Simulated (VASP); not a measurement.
# MgB2: cell size against the level of theory, part 2 of 3

Aim: relax MgB2 at several levels and hold each cell against experiment. LASPH is on for some levels and off for others; the table marks which. The start is a cell from a database of measured crystal structures.

VASP 6.6.1, plane waves and PAW; the level of theory is named at each step.

Still holding for the runs below: The k-mesh is coarse for a metal.

So far. Step 2 (Relaxation with LDA): It ends with forces that vanish by symmetry and a pressure of 0.01 GPa. The volume lies -4.6 % from that of the database's start, which holds the thermal and zero-point expansion of its experiment. LDA is known to overbind. The conventional cell has a = 3.037 and c = 3.467 Å.

### 3. Relaxation with PBEsol

This step: PBEsol; plane waves and PAW (Mg, B) (VASP 6.6.1).

PBEsol restores the gradient expansion of exchange and is tuned for the cells of solids.

INCAR

```
SYSTEM = MgB2
PREC = Accurate
ENCUT = 520
EDIFF = 1E-06
NELM = 100
ISMEAR = -1
SIGMA = 0.05
LREAL = .FALSE.
ALGO = Normal
GGA = PS
NBANDS = 10
LORBIT = 11
LWAVE = .FALSE.
LCHARG = .FALSE.
KPAR = 4
IBRION = 2
NSW = 60
ISIF = 3
EDIFFG = -0.01
```

POSCAR

```
MgB2
1.0
    3.0850000000      0.0000000000      0.0000000000
   -1.5425000000      2.6716883707      0.0000000000
    0.0000000000      0.0000000000      3.5230000000
Mg B
1 2
Direct
    0.0000000000      0.0000000000      0.0000000000
    0.3333333333      0.6666666667      0.5000000000
    0.6666666667      0.3333333333      0.5000000000
```

KPOINTS

```
Automatic mesh
0
Gamma
7 7 6
0 0 0
```

PAW data sets: Mg and B (PBE family, release 64).

Run with:

```sh
mpirun -np 4 vasp_std
```

The program printed:

```text
[banner, memory and clock lines left out]
running    4 mpi-ranks, on    1 nodes
 distrk:  each k-point on    1 cores,    4 groups
 distr:  one band on    1 cores,    1 groups

 POSCAR found type information on POSCAR MgB
 POSCAR found :  2 types and       3 ions
 [... a notice as in an earlier step ...]

 LDA part: xc-table for (Slater+PW92), standard interpolation
 POSCAR, INCAR and KPOINTS ok, starting setup
 FFT: planning ... GRIDC
 FFT: planning ... GRID_SOFT
 FFT: planning ... GRID
 WAVECAR not read
 entering main loop
       N       E                     dE             d eps       ncg     rms          rms(c)
DAV:   1     0.133026685969E+01    0.13303E+01   -0.38330E+03   712   0.669E+02
DAV:   2    -0.173739832052E+02   -0.18704E+02   -0.17321E+02   872   0.104E+02
DAV:   3    -0.178009617925E+02   -0.42698E+00   -0.41961E+00   828   0.134E+01
DAV:   4    -0.178020856955E+02   -0.11239E-02   -0.11238E-02   832   0.730E-01
DAV:   5    -0.178020894431E+02   -0.37476E-05   -0.37472E-05   792   0.397E-02    0.516E+00
DAV:   6    -0.164471470327E+02    0.13549E+01   -0.18585E+00   698   0.654E+00    0.239E+00
DAV:   7    -0.162300816662E+02    0.21707E+00   -0.85548E-01   728   0.440E+00    0.745E-01
DAV:   8    -0.162295800949E+02    0.50157E-03   -0.77349E-02   718   0.161E+00    0.322E-01
DAV:   9    -0.162235221309E+02    0.60580E-02   -0.14902E-02   728   0.585E-01    0.568E-02
DAV:  10    -0.162234949136E+02    0.27217E-04   -0.10560E-03   788   0.186E-01    0.272E-02
DAV:  11    -0.162234653053E+02    0.29608E-04   -0.11808E-04   722   0.604E-02    0.223E-03
DAV:  12    -0.162234653558E+02   -0.50431E-07   -0.14726E-06   694   0.893E-03
   1 F= -.16223465E+02 E0= -.16220054E+02  d E =-.162235E+02
 curvature:   0.00 expect dE= 0.000E+00 dE for cont linesearch  0.000E+00
 trial: gam= 0.00000 g(F)=  0.829E-49 g(S)=  0.180E-01 ort = 0.000E+00 (trialstep = 0.100E+01)
 search vector abs. value=  0.180E-01
 bond charge predicted
       N       E                     dE             d eps       ncg     rms          rms(c)
DAV:   1    -0.162299709787E+02   -0.65057E-02   -0.11965E-01   704   0.342E+00    0.216E-01
DAV:   2    -0.162290423038E+02    0.92867E-03   -0.14310E-03   694   0.245E-01    0.115E-01
DAV:   3    -0.162287645601E+02    0.27774E-03   -0.56001E-04   714   0.137E-01    0.232E-02
DAV:   4    -0.162287516338E+02    0.12926E-04   -0.30566E-05   706   0.317E-02    0.309E-03
DAV:   5    -0.162287518178E+02   -0.18397E-06   -0.51294E-07   470   0.518E-03
   2 F= -.16228752E+02 E0= -.16225745E+02  d E =-.528646E-02
[...]
3 F= -.16229894E+02 E0= -.16226751E+02  d E =-.642907E-02
[...]
4 F= -.16229892E+02 E0= -.16226742E+02  d E =-.642668E-02
 curvature:  -0.35 expect dE=-0.130E-04 dE for cont linesearch -0.210E-05
 ZBRENT: accuracy reached
 trial: gam=-0.01615 g(F)=  0.129E-50 g(S)=  0.367E-04 ort = 0.327E-03 (trialstep = 0.939E+00)
 search vector abs. value=  0.308E-04
 bond charge predicted
       N       E                     dE             d eps       ncg     rms          rms(c)
DAV:   1    -0.162299230048E+02   -0.30683E-04   -0.40623E-04   726   0.131E-01    0.128E-02
DAV:   2    -0.162299133718E+02    0.96330E-05   -0.20742E-05   750   0.260E-02    0.495E-03
DAV:   3    -0.162299118847E+02    0.14871E-05   -0.57361E-06   714   0.118E-02    0.801E-04
DAV:   4    -0.162299118756E+02    0.91326E-08   -0.13066E-07   332   0.257E-03
   5 F= -.16229912E+02 E0= -.16226741E+02  d E =-.198409E-04
 trial-energy change:   -0.000020  1 .order   -0.000020   -0.000030   -0.000010
 step:   1.4370(harm=  1.4370)  dis= 0.00000  next Energy=   -16.229915 (dE=-0.226E-04)
 reached required accuracy - stopping structural energy minimisation
```

Elapsed: 5 s, on 4 MPI ranks of AMD EPYC 9R45, shared host; peak memory 0.52 GiB.

From OUTCAR (step 3):

```text
The static configuration has the point symmetry D_6h.

 Found     32 irreducible k-points:

   NELECT =       8.0000    total number of electrons

 E-fermi :   5.1975

 k-point     1 :       0.0000    0.0000    0.0000
  band No.  band energies     occupation
      1      -7.1943      2.00000
      2       2.3203      2.00000
      3       5.7323      0.00005
      4       5.7323      0.00005
      5       6.9713      0.00000
      6      11.7276      0.00000
      7      11.7276      0.00000
    ...

 k-point     2 :       0.1429   -0.0000    0.0000
  band No.  band energies     occupation
      1      -6.8358      2.00000
      2       2.6701      2.00000
      3       4.1305      2.00000
      4       4.9980      1.96366
      5       7.2944      0.00000
      6      11.4103      0.00000
      7      13.1865      0.00000
      8      14.2343      0.00000
      9      14.4010      0.00000
    ...

  Total       -0.0103514     -0.0103514     -0.0203160     -0.0000000      0.0000000      0.0000000
  in kB       -0.5827135     -0.5827135     -1.1436478     -0.0000000      0.0000000      0.0000000
  external PRESSURE =      -0.7696916 kB  Pullay stress =       0.0000000 kB

  energy-cutoff  :      520.00
  volume of cell :       28.46
      direct lattice vectors                 reciprocal lattice vectors
     3.061069670  0.000000000  0.000000000     0.326683188  0.188610627 -0.000000000
    -1.530534835  2.650964097 -0.000000000    -0.000000000  0.377221254  0.000000000
     0.000000000 -0.000000000  3.507353341    -0.000000000  0.000000000  0.285115271

 POSITION                                       TOTAL-FORCE (eV/Angst)
 -----------------------------------------------------------------------------------
      0.00000     -0.00000      3.50735         0.000000      0.000000      0.000000
     -0.00000      1.76731      1.75368        -0.000000      0.000000      0.000000
      1.53053      0.88365      1.75368         0.000000     -0.000000     -0.000000
 -----------------------------------------------------------------------------------
    total drift:                                0.000000     -0.000000     -0.000000

  FREE ENERGIE OF THE ION-ELECTRON SYSTEM (eV)
  ---------------------------------------------------
  free  energy   TOTEN  =       -16.2299118756 eV

  energy  without entropy=      -16.2235711052  energy(sigma->0) =      -16.22674149

 total charge
# of ion       s       p       d       tot
------------------------------------------
    1        0.160   0.184   0.059   0.403
    2        0.689   1.241   0.000   1.930
    3        0.689   1.241   0.000   1.930
--------------------------------------------------
tot          1.538   2.666   0.059   4.264

[... 8 parts as in an earlier step ...]

[... 5 further parts left out ...]
```

The PAW data sets were made with PBE, which is usual practice but a small mismatch for other functionals.

Relaxation path:

```csv
step,energy less that of the first step (eV),largest force (eV/Å),pressure (GPa),volume (Å³)
1,0.0000,0.0000,-3.23,29.04
2,-0.0053,0.0000,1.37,28.22
3,-0.0064,0.0000,-0.04,28.46
4,-0.0064,0.0000,-0.10,28.47
5,-0.0064,0.0000,-0.08,28.46
```

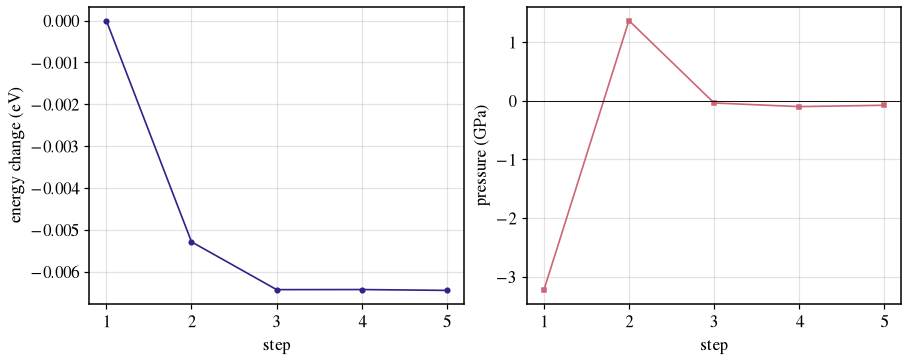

Energy and pressure along the relaxation.

```csv
"conventional cell, symmetrised",before,after,change
a (Å),3.085,3.061,-0.8 %
b (Å),3.085,3.061,-0.8 %
c (Å),3.523,3.507,-0.4 %
volume (Å³/atom),9.68,9.49,-2.0 %
```

The relaxed structure:

```cif
data_structure
_symmetry_space_group_name_H-M 'P 1'
_symmetry_Int_Tables_number 1
_cell_length_a 3.0611
_cell_length_b 3.0611
_cell_length_c 3.5074
_cell_angle_alpha 90.000
_cell_angle_beta 90.000
_cell_angle_gamma 120.000
_cell_volume 28.46
loop_
_atom_site_label
_atom_site_type_symbol
_atom_site_fract_x
_atom_site_fract_y
_atom_site_fract_z
_atom_site_occupancy
Mg1 Mg 0.00000 0.00000 0.00000 1
B2 B 0.33333 0.66667 0.50000 1
B3 B 0.66667 0.33333 0.50000 1
```

Numbers from this step:

- free energy (TOTEN): -16.23 eV
- energy at zero smearing: -16.23 eV
- Fermi energy: 5.197 eV
- pressure: -0.07697 GPa
- SCF cycles over all ionic steps: 28

It ends at 9.487 Å³/atom, -2.0 % from the start, with -0.08 GPa left. The conventional cell has a = 3.061 and c = 3.507 Å.

### 4. Relaxation with PBE

This step: PBE; plane waves and PAW (Mg, B) (VASP 6.6.1).

PBE, the usual starting point, adds the gradient of the density.

Changes to INCAR since step 3:

```diff
@@ -9,3 +9,3 @@
 ALGO = Normal
-GGA = PS
+GGA = PE
 NBANDS = 10
```

POSCAR is that of step 3.

KPOINTS is that of step 3.

Run with:

```sh
mpirun -np 4 vasp_std
```

The program printed:

```text
[banner, memory and clock lines left out]
running    4 mpi-ranks, on    1 nodes
[...]
LDA part: xc-table for (Slater+PW92), standard interpolation
 POSCAR, INCAR and KPOINTS ok, starting setup
[...]
entering main loop
       N       E                     dE             d eps       ncg     rms          rms(c)
DAV:   1     0.225504675254E+01    0.22550E+01   -0.38331E+03   712   0.669E+02
DAV:   2    -0.165637875295E+02   -0.18819E+02   -0.17430E+02   874   0.105E+02
DAV:   3    -0.169972725418E+02   -0.43349E+00   -0.42690E+00   828   0.135E+01
DAV:   4    -0.169984007376E+02   -0.11282E-02   -0.11281E-02   820   0.731E-01
[...]
DAV:  10    -0.153288947360E+02    0.35372E-04   -0.12181E-03   802   0.199E-01    0.294E-02
DAV:  11    -0.153288637172E+02    0.31019E-04   -0.13654E-04   730   0.661E-02    0.246E-03
DAV:  12    -0.153288638109E+02   -0.93631E-07   -0.19527E-06   738   0.989E-03
   1 F= -.15328864E+02 E0= -.15325206E+02  d E =-.153289E+02
[... from here on, the cycles between the ionic steps are left out ...]
   2 F= -.15330425E+02 E0= -.15327023E+02  d E =-.156142E-02
   3 F= -.15330645E+02 E0= -.15327158E+02  d E =-.178085E-02
   4 F= -.15330714E+02 E0= -.15327262E+02  d E =-.693074E-04
 trial-energy change:   -0.000069  1 .order   -0.000070   -0.000109   -0.000031
 step:   1.3250(harm=  1.3250)  dis= 0.00000  next Energy=   -15.330721 (dE=-0.760E-04)
 reached required accuracy - stopping structural energy minimisation
```

Wall time 4.4 s (4 MPI ranks); peak memory 0.52 GiB.

OUTCAR, selected parts (step 4):

```text
  Total        0.0036299      0.0036299      0.0243454     -0.0000000     -0.0000000     -0.0000000
  in kB        0.2018438      0.2018438      1.3537614     -0.0000000     -0.0000000     -0.0000000
  external PRESSURE =       0.5858164 kB  Pullay stress =       0.0000000 kB

 POSITION                                       TOTAL-FORCE (eV/Angst)
 -----------------------------------------------------------------------------------
     -1.53528      2.65919     -0.00000        -0.000000     -0.000000      0.000000
     -0.00000      1.77279      1.76436         0.000000     -0.000000      0.000000
      1.53528      0.88640      1.76436        -0.000000      0.000000     -0.000000
 -----------------------------------------------------------------------------------
    total drift:                                0.000000     -0.000000      0.000000

  FREE ENERGIE OF THE ION-ELECTRON SYSTEM (eV)
  ---------------------------------------------------
  free  energy   TOTEN  =       -15.3307139682 eV

  energy  without entropy=      -15.3238101409  energy(sigma->0) =      -15.32726205

[... 2 parts as in an earlier step ...]

[... 2 further parts left out ...]
[key lines of the parts left out:]
E-fermi :   5.1653
```

The steps of the relaxation:

```csv
step,energy less that of the first step (eV),largest force (eV/Å),pressure (GPa),volume (Å³)
1,0.0000,0.0000,-1.36,29.04
2,-0.0016,0.0000,0.72,28.69
3,-0.0018,0.0000,0.17,28.78
4,-0.0019,0.0000,0.06,28.81
```

```csv
"conventional cell, symmetrised",before,after,change
a (Å),3.085,3.071,-0.5 %
b (Å),3.085,3.071,-0.5 %
c (Å),3.523,3.529,+0.2 %
volume (Å³/atom),9.68,9.60,-0.8 %
```

The relaxed structure:

```xyz
3
Lattice="3.0706 0.0000 0.0000 -1.5353 2.6592 0.0000 0.0000 0.0000 3.5287" Properties=species:S:1:pos:R:3 pbc="T T T"
Mg    0.0000    0.0000    0.0000
B     0.0000    1.7728    1.7644
B     1.5353    0.8864    1.7644
```

It ends at 9.604 Å³/atom, -0.8 % from the start, with 0.06 GPa left. The conventional cell has a = 3.071 and c = 3.529 Å.

### 5. Relaxation with r2SCAN

This step: r2SCAN; plane waves and PAW (Mg, B) (VASP 6.6.1).

r2SCAN adds the kinetic-energy density, costs more than a GGA and is run with LASPH.

Changes to INCAR since step 4:

```diff
@@ -9,3 +9,4 @@
 ALGO = Normal
-GGA = PE
+METAGGA = R2SCAN
+LASPH = .TRUE.
 NBANDS = 10
```

POSCAR is that of step 4.

KPOINTS is that of step 4.

Run with:

```sh
mpirun -np 4 vasp_std
```

The program printed:

```text
[banner, memory and clock lines left out]
running    4 mpi-ranks, on    1 nodes
[...]
[... a notice as in an earlier step ...]

 LDA part: xc-table for (None), standard interpolation
 POSCAR, INCAR and KPOINTS ok, starting setup
[...]
entering main loop
       N       E                     dE             d eps       ncg     rms          rms(c)
DAV:   1    -0.189938553885E+01   -0.18994E+01   -0.39456E+03   712   0.691E+02
DAV:   2    -0.213617195654E+02   -0.19462E+02   -0.18025E+02   866   0.109E+02
DAV:   3    -0.218095632165E+02   -0.44784E+00   -0.43956E+00   818   0.141E+01
DAV:   4    -0.218108457017E+02   -0.12825E-02   -0.12824E-02   842   0.816E-01
[...]
DAV:  11    -0.194078936087E+02   -0.11778E-04   -0.28792E-05   776   0.421E-02    0.390E-03
DAV:  12    -0.194078962475E+02   -0.26388E-05   -0.54437E-06   722   0.176E-02    0.104E-03
DAV:  13    -0.194078965483E+02   -0.30076E-06   -0.47770E-07   438   0.537E-03
   1 F= -.19407897E+02 E0= -.19404068E+02  d E =-.194079E+02
[...]
DAV:   2    -0.194117684773E+02   -0.58577E-03   -0.17411E-03   736   0.295E-01    0.999E-02
DAV:   3    -0.194117543879E+02    0.14089E-04   -0.12627E-04   714   0.918E-02    0.291E-02
DAV:   4    -0.194117628404E+02   -0.84524E-05   -0.13160E-05   708   0.324E-02    0.338E-03
DAV:   5    -0.194117625797E+02    0.26068E-06   -0.68318E-07   412   0.611E-03
   2 F= -.19411763E+02 E0= -.19408420E+02  d E =-.386603E-02
 trial-energy change:   -0.003866  1 .order   -0.003675   -0.013703    0.006354
 step:   0.6953(harm=  0.6832)  dis= 0.00000  next Energy=   -19.412725 (dE=-0.483E-02)
[...]
N       E                     dE             d eps       ncg     rms          rms(c)
DAV:   1    -0.194126902181E+02   -0.92738E-03   -0.74804E-03   710   0.848E-01    0.495E-02
DAV:   2    -0.194127421775E+02   -0.51959E-04   -0.16403E-04   722   0.905E-02    0.305E-02
DAV:   3    -0.194127318168E+02    0.10361E-04   -0.11137E-05   720   0.275E-02    0.910E-03
DAV:   4    -0.194127292492E+02    0.25676E-05   -0.12946E-06   622   0.102E-02    0.105E-03
DAV:   5    -0.194127294582E+02   -0.20902E-06   -0.56306E-08   338   0.189E-03
   3 F= -.19412729E+02 E0= -.19409219E+02  d E =-.483291E-02
[...]
reached required accuracy - stopping structural energy minimisation
```

It took 19 s on 4 MPI ranks; peak memory 0.53 GiB; 73 s of CPU time.

OUTCAR, selected parts (step 5):

```text
  Total        0.0034372      0.0034372      0.0013999      0.0000000      0.0000000     -0.0000000
  in kB        0.1928294      0.1928294      0.0785343      0.0000000      0.0000000     -0.0000000
  external PRESSURE =       0.1547310 kB  Pullay stress =       0.0000000 kB

 POSITION                                       TOTAL-FORCE (eV/Angst)
 -----------------------------------------------------------------------------------
     -1.53153      2.65269      3.51483        -0.000000      0.000000      0.000000
     -0.00000      1.76846      1.75742         0.000000     -0.000000     -0.000000
      1.53153      0.88423      1.75742        -0.000000      0.000000      0.000000
 -----------------------------------------------------------------------------------
    total drift:                                0.000000     -0.000000      0.000000

  FREE ENERGIE OF THE ION-ELECTRON SYSTEM (eV)
  ---------------------------------------------------
  free  energy   TOTEN  =       -19.4127294582 eV

  energy  without entropy=      -19.4057093124  energy(sigma->0) =      -19.40921939

[... 2 parts as in an earlier step ...]

[... 2 further parts left out ...]
[key lines of the parts left out:]
E-fermi :   5.2241
```

The steps of the relaxation:

```csv
step,energy less that of the first step (eV),largest force (eV/Å),pressure (GPa),volume (Å³)
1,0.0000,0.0000,-2.72,29.04
2,-0.0039,0.0000,1.28,28.35
3,-0.0048,0.0000,0.02,28.56
```

```csv
"conventional cell, symmetrised",before,after,change
a (Å),3.085,3.063,-0.7 %
b (Å),3.085,3.063,-0.7 %
c (Å),3.523,3.515,-0.2 %
volume (Å³/atom),9.68,9.52,-1.6 %
```

The relaxed structure:

```cif
data_structure
_symmetry_space_group_name_H-M 'P 1'
_symmetry_Int_Tables_number 1
_cell_length_a 3.0631
_cell_length_b 3.0631
_cell_length_c 3.5148
_cell_angle_alpha 90.000
_cell_angle_beta 90.000
_cell_angle_gamma 120.000
_cell_volume 28.56
loop_
_atom_site_label
_atom_site_type_symbol
_atom_site_fract_x
_atom_site_fract_y
_atom_site_fract_z
_atom_site_occupancy
Mg1 Mg 0.00000 0.00000 0.00000 1
B2 B 0.33333 0.66667 0.50000 1
B3 B 0.66667 0.33333 0.50000 1
```

It ends at 9.520 Å³/atom, -1.6 % from the start, with 0.02 GPa left. The conventional cell has a = 3.063 and c = 3.515 Å.

### 6. Relaxation with PBE + D3(BJ)

This step: PBE with D3(BJ); plane waves and PAW (Mg, B) (VASP 6.6.1).

A dispersion term adds the long-range attraction that semilocal functionals lack. D3 with Becke-Johnson damping keeps a finite attraction at short range.

Changes to INCAR since step 5:

```diff
@@ -9,4 +9,4 @@
 ALGO = Normal
-METAGGA = R2SCAN
-LASPH = .TRUE.
+GGA = PE
+IVDW = 12
 NBANDS = 10
```

POSCAR is that of step 5.

KPOINTS is that of step 5.

Run with:

```sh
mpirun -np 4 vasp_std
```

The program printed:

```text
[... set-up lines as in an earlier step ...]
 entering main loop
       N       E                     dE             d eps       ncg     rms          rms(c)
[... 12 cycles as in an earlier step ...]
   1 F= -.16175576E+02 E0= -.16171919E+02  d E =-.161756E+02
[...]
2 F= -.16194701E+02 E0= -.16191704E+02  d E =-.191241E-01
[...]
3 F= -.16198234E+02 E0= -.16195021E+02  d E =-.226574E-01
[...]
4 F= -.16198636E+02 E0= -.16195321E+02  d E =-.402569E-03
[...]
5 F= -.16198674E+02 E0= -.16195321E+02  d E =-.440153E-03
[...]
reached required accuracy - stopping structural energy minimisation
```

Elapsed: 5.4 s, on 4 MPI ranks; peak memory 0.56 GiB.

Parts of OUTCAR (step 6):

```text
 Edisp (eV)   -0.88260

 Edisp (eV)   -0.88325

  Total       0.00078     0.00078     0.00787     0.00000    -0.00000     0.00000
  in kB       0.04504     0.04504     0.45280     0.00000    -0.00000     0.00000
  external pressure =        0.18 kB  Pullay stress =        0.00 kB

 POSITION                                       TOTAL-FORCE (eV/Angst)
 -----------------------------------------------------------------------------------
      0.00000      0.00000      3.47344        -0.000000     -0.000000      0.000000
     -0.00000      1.75717      1.73672         0.000000      0.000000     -0.000000
      1.52175      0.87858      1.73672        -0.000000      0.000000      0.000000
 -----------------------------------------------------------------------------------
    total drift:                                0.000000     -0.000000     -0.000000

  FREE ENERGIE OF THE ION-ELECTRON SYSTEM (eV)
  ---------------------------------------------------
  free  energy   TOTEN  =       -16.1986740419 eV

  energy  without entropy=      -16.1919677842  energy(sigma->0) =      -16.19532091

[... 2 parts as in an earlier step ...]

[... 2 further parts left out ...]
[key lines of the parts left out:]
E-fermi :   5.3956
```

Dispersion corrections of this kind ignore metallic screening and tend to overbind metals.

It ends at 9.288 Å³/atom, -4.0 % from the start, with 0.02 GPa left. The conventional cell has a = 3.044 and c = 3.473 Å. Against plain PBE, the dispersion term moves a by -0.9 % and c by -1.6 %.

(Continued in part 3 of 3.)

[Lines on the potential files, build, host, timing and source positions are cut from VASP's logs without a mark.]

[Logs are printed without paths, hosts, clocks, repeated set-up lines and the standing remarks that a program may print on its own settings, such as how far it seeks lower states.]

[Hosts, paths, dates, database ids (printed as entryN), source tags and the programs' standing remarks are cut or masked in the printed files.]

[A measured line is paired with the nearest computed mode of its activity, which favours agreement.]
